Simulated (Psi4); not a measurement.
**AlCl2F (SMILES [F][Al]([Cl])[Cl]) at HF/STO-3G**

Aim: the vertical singlet–triplet gap of AlCl2F at HF/STO-3G, from 2 runs. 

The results are computed with Psi4 1.11.

## Step 1: The structure to begin with

AlCl2F has 4 atoms, charge 0, and is taken as a singlet. SMILES: `[F][Al]([Cl])[Cl]`. Geometry: relaxed at PBE0-D4/def2-TZVP.

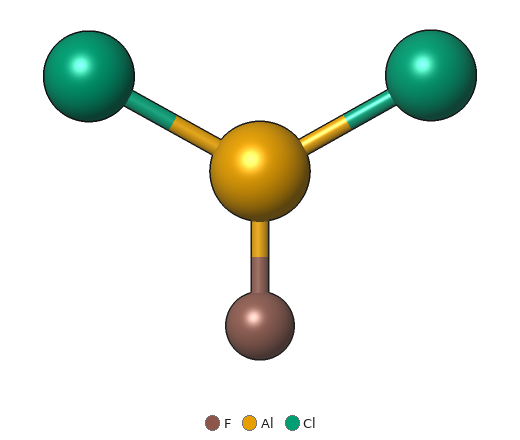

The structure, seen from a chosen angle (fluorine brown, aluminium amber, chlorine teal).

## Step 2: The energy at HF/STO-3G

Input file job.json:

```json
{
  "schema_name": "qcschema_input",
  "schema_version": 1,
  "molecule": {
    "schema_name": "qcschema_molecule",
    "schema_version": 2,
    "symbols": ["F", "Al", "Cl", "Cl"],
    "geometry": [0.16519986, 0.73362948, 3.17918075, 0.00907069, 0.0406858, 0.17687837, 2.31121064, -2.76597323, -1.2537388, -2.48550008, 1.99163905, -2.10233921],
    "molecular_charge": 0,
    "molecular_multiplicity": 1,
    "fix_symmetry": "c1",
    "fix_com": true,
    "fix_orientation": true
  },
  "driver": "energy",
  "model": {
    "method": "hf",
    "basis": "STO-3G"
  },
  "keywords": {
    "puream": true,
    "e_convergence": 1e-09,
    "d_convergence": 1e-08,
    "scf_type": "pk"
  }
}
```

Run with:

```
$ psi4 --qcschema job.json -n 1 --memory 2200MB
```

stdout, cut to the lines that bear on the results:

```text
[...]
  Running in c1 symmetry.
[...]
  Nuclear repulsion =  244.295361815582481
[...]
  Multiplicity = 1
[...]
  Nalpha       = 28
  Nbeta        = 28
[...]
    Number of basis functions: 32
[...]
   @RHF iter   1: -1246.30653253114019   -1.62215e+00   1.13181e-02 DIIS/ADIIS
[...]
   @RHF iter  10: -1246.44140070812614    2.27374e-13   2.08401e-09 DIIS
[...]
    Orbital Energies [Eh]
    ---------------------
    Doubly Occupied:
       1A   -103.636187     2A   -103.636185     3A    -57.970859
       4A    -25.860892     5A    -10.331234     6A    -10.331192
       7A     -7.774468     8A     -7.774418     9A     -7.770084
      10A     -7.769967    11A     -7.769733    12A     -7.769717
      13A     -4.888948    14A     -3.118788    15A     -3.118624
      16A     -3.117622    17A     -1.452444    18A     -1.015028
      19A     -0.996601    20A     -0.553550    21A     -0.494475
      22A     -0.477122    23A     -0.469481    24A     -0.421938
      25A     -0.412085    26A     -0.400231    27A     -0.399160
      28A     -0.393635
[...]
  @RHF Final Energy: -1246.44140070812614
   => Energetics <=
    Nuclear Repulsion Energy =            244.2953618155824813
    One-Electron Energy =               -2221.2241944314218927
    Two-Electron Energy =                 730.4874319077132441
    Total Energy =                      -1246.4414007081261389
[...]
 Multipole Moments:
 ------------------------------------------------------------------------------------
     Multipole            Electronic (a.u.)      Nuclear  (a.u.)        Total (a.u.)
 ------------------------------------------------------------------------------------
 L = 1.  Multiply by 2.5417464519 to convert [e a0] to [Debye]
 Dipole X            :          1.3920667           -1.3582028            0.0338639
 Dipole Y            :          6.1832736           -6.0321003            0.1511733
 Dipole Z            :         26.7975475          -26.1412806            0.6562668
 Magnitude           :                                                    0.6743043
[...]
```

The result, in JSON:

```text
{
 "driver": "energy",
 "model": {
  "method": "hf",
  "basis": "STO-3G"
 },
 "success": true,
 "return_result": -1246.4414007081261,
 "properties": {
  "calcinfo_nbasis": 32,
  "calcinfo_nmo": 32,
  "calcinfo_nalpha": 28,
  "calcinfo_nbeta": 28,
  "calcinfo_natom": 4,
  "nuclear_repulsion_energy": 244.29536181558248,
  "return_energy": -1246.4414007081261,
  "scf_one_electron_energy": -2221.224194431422,
  "scf_two_electron_energy": 730.4874319077132,
  "scf_dipole_moment": [0.03386392343615574, 0.1511732584274732, 0.656266845598406],
  "scf_total_energy": -1246.4414007081261,
  "scf_iterations": 10
 }
}
```

It took 1.8 s on 1 thread of Intel Xeon Platinum 8488C (Sapphire Rapids), shared host; peak memory 0.18 GiB.

## Step 3: The triplet, same level

Input file alcl2f.xyz:

```xyz
4
AlCl2F
F      0.087420     0.388220     1.682350
Al     0.004800     0.021530     0.093600
Cl     1.223040    -1.463690    -0.663450
Cl    -1.315270     1.053930    -1.112510
```

Input file run_ase.py:

```python
import numpy as np
from ase.calculators.psi4 import Psi4
from ase.io import read

atoms = read('alcl2f.xyz')
calc = Psi4(atoms=atoms, method='hf', basis='STO-3G', memory='2200MB', num_threads=1, charge=0, multiplicity=3, label='alcl2f', reference='uhf')
calc.psi4.set_options({'puream': True, 'e_convergence': 1e-09, 'd_convergence': 1e-08, 'scf_type': 'pk', 'maxiter': 100})
atoms.calc = calc

print(f'energy: {atoms.get_potential_energy():.6f} eV')
```

Run with:

```
$ python run_ase.py
```

alcl2f.dat:

```text
[...]
  Running in c1 symmetry.
[...]
  Nuclear repulsion =  244.295361750994289
[...]
  Multiplicity = 3
[...]
  Nalpha       = 29
  Nbeta        = 27
[...]
    Number of basis functions: 32
[...]
   @UHF iter   1: -1246.01199199041685   -1.32761e+00   7.77456e-03 ADIIS/DIIS
[...]
   @UHF iter  26: -1246.09076602759001   -5.68434e-12   8.83724e-09 DIIS
[...]
   @S^2 Observed:                2.006641155E+00
[...]
    Orbital Energies [Eh]
    ---------------------
    Alpha Occupied:
       1A   -103.696535     2A   -103.696526     3A    -57.808566
       4A    -25.751690     5A    -10.388597     6A    -10.388543
       7A     -7.840546     8A     -7.840212     9A     -7.827836
      10A     -7.827576    11A     -7.823943    12A     -7.823822
      13A     -4.757445    14A     -2.973005    15A     -2.972861
      16A     -2.968660    17A     -1.382840    18A     -1.061751
      19A     -1.049113    20A     -0.580375    21A     -0.507174
      22A     -0.489868    23A     -0.469471    24A     -0.457927
      25A     -0.441479    26A     -0.435960    27A     -0.388808
      28A     -0.383016    29A     -0.043433
    Alpha Virtual:
[...]
  @UHF Final Energy: -1246.09076602759001
   => Energetics <=
    Nuclear Repulsion Energy =            244.2953617509942887
    One-Electron Energy =               -2221.9370103713063145
    Two-Electron Energy =                 731.5508825927219050
    Total Energy =                      -1246.0907660275902344
  UHF NO Occupations:
  HONO-2 :   27  A 1.9975809
  HONO-1 :   28  A 1.0000000
[...]
 Multipole Moments:
 ------------------------------------------------------------------------------------
     Multipole            Electronic (a.u.)      Nuclear  (a.u.)        Total (a.u.)
 ------------------------------------------------------------------------------------
 L = 1.  Multiply by 2.5417464519 to convert [e a0] to [Debye]
 Dipole X            :          0.0459034           -0.0483080           -0.0024046
 Dipole Y            :          0.1988131           -0.2145795           -0.0157664
 Dipole Z            :          0.8556063           -0.9299528           -0.0743465
 Magnitude           :                                                    0.0760379
[...]
```

Standard output:

```text
energy: -33907.856856 eV
```

Wall time 2 s (1 thread of Intel Xeon Platinum 8488C (Sapphire Rapids), shared host); peak memory 0.19 GiB.

## Step 4: Summary of results

At HF/STO-3G:

| quantity | value |
| --- | --- |
| singlet: total energy | -1246.44140 Eh |
| singlet: dipole moment | 1.71 D |
| singlet: HOMO energy | -10.71 eV |
| singlet: LUMO energy | 7.12 eV |
| singlet: HOMO–LUMO gap | 17.83 eV |
| triplet: total energy | -1246.09077 Eh |
| triplet: dipole moment | 0.19 D |
| triplet: HOMO energy (highest over α and β) | -1.18 eV |
| triplet: ⟨S²⟩ | 2.007 |
| vertical energy of the triplet above the singlet | 9.541 eV |

In words: At this shape the triplet lies 9.54 eV (220 kcal/mol) above the singlet. In a minimal basis such a difference can be off by several eV, whatever the method.
